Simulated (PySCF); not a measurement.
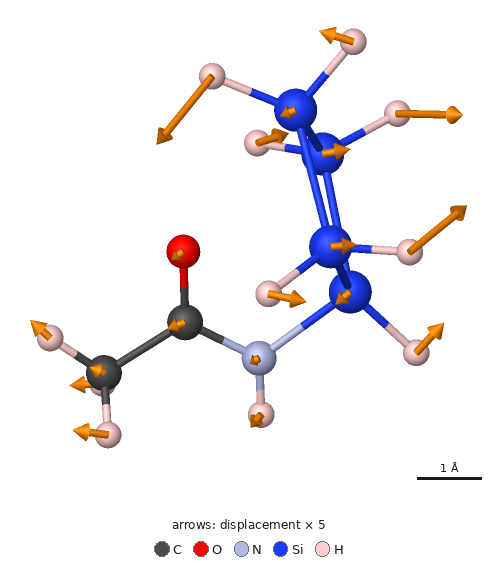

This is a relaxation of C₂H₁₁NOSi₄. The starting structure is drawn; orange arrows show the displacements, 5 times their true length. The two geometries are superimposed by the best rigid fit.

Style: ball-and-stick. Shown from a free direction.

The start comes from GFN2-xTB. Its atoms were then displaced at random by about 0.01 Å.

Method: PBE0-D3(BJ)/def2-SVP geometry optimisation, gas phase in PySCF. 

Atoms of which element are displaced furthest, and by how much?

Hydrogen: up to 0.30 Å, against 0.09 Å for silicon.

Describe the change and its energy.

An H atom moves most after the best rigid fit: 0.30 Å. Largest moves by element: H 0.30 Å, Si 0.09 Å, C 0.06 Å, O 0.05 Å, N 0.04 Å. Near-neighbour distances that change, for instance: H–Si 1.450 → 1.496 Å, C–C 1.540 → 1.504 Å, C–H 1.063 → 1.096 Å, H–N 0.983 → 1.013 Å. Among the angles between lasting bonds that change: N–Si–H 95.7° → 103.6°, H–Si–H 102.4° → 108.9°, H–Si–H 101.9° → 108.1°. Over 11 geometry steps the energy falls by 0.293 eV.
